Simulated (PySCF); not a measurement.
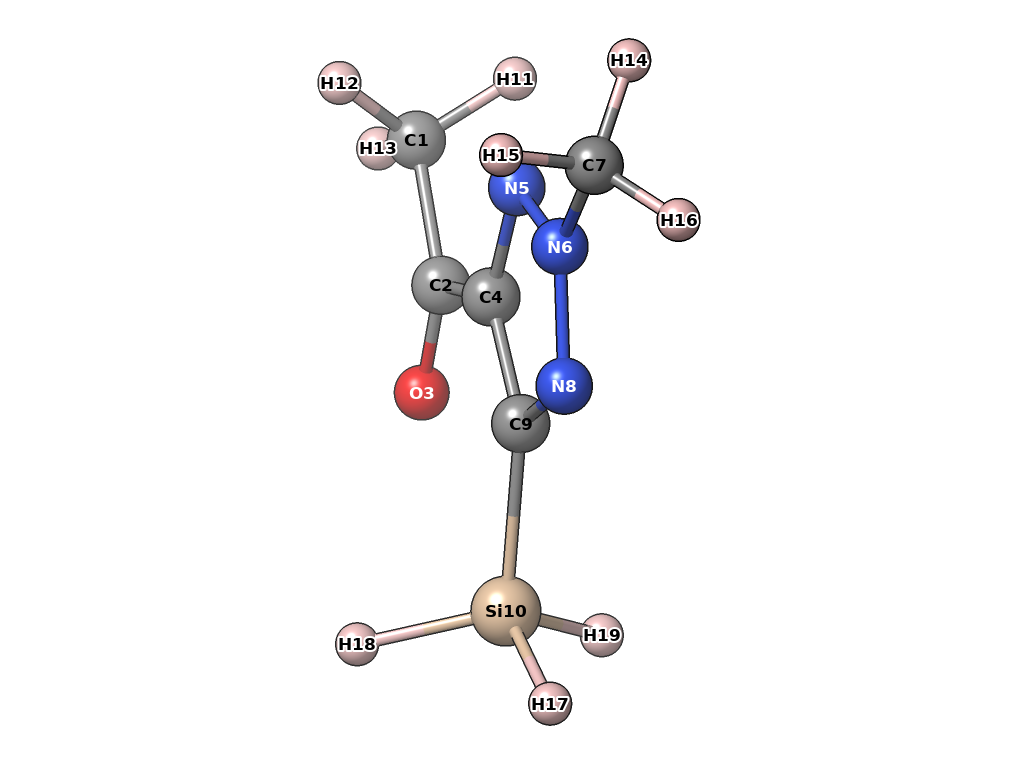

C2 lies behind C4. The molecule seen a little off the C4–C2 bond, C4 in front. Atoms fade into the background with distance from the viewer. Computed geometry: PBE0-D3(BJ)/def2-SVP optimisation. No frequency run is at hand to confirm it as a minimum.

**What is the torsion angle N5–C4–C2–O3? The sign is positive where the front bond must turn clockwise to cover the back bond.**

180°, antiperiplanar (anti).
